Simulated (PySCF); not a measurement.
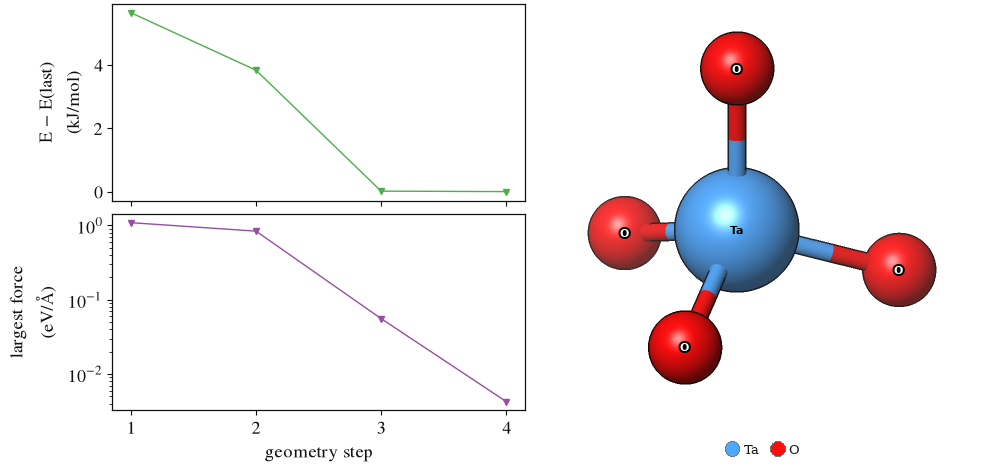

Beside the plot: the molecule at the start.

History of a geometry optimisation.

System: [TaO4]3- (SMILES [O]=[Ta-3](=[O])(=[O])=[O]) (charge −3).
Method: PySCF, PBE0-D3(BJ)/def2-SVP, geometry optimisation.

How did the optimisation end?

Answer. The optimisation met its thresholds at geometry 4, counting the start as the first. The energy fell by about 5.6 kJ/mol from the first step to the last. The largest force goes from about 1.1 eV/Å at the start to 4 × 10⁻³ eV/Å at the end.
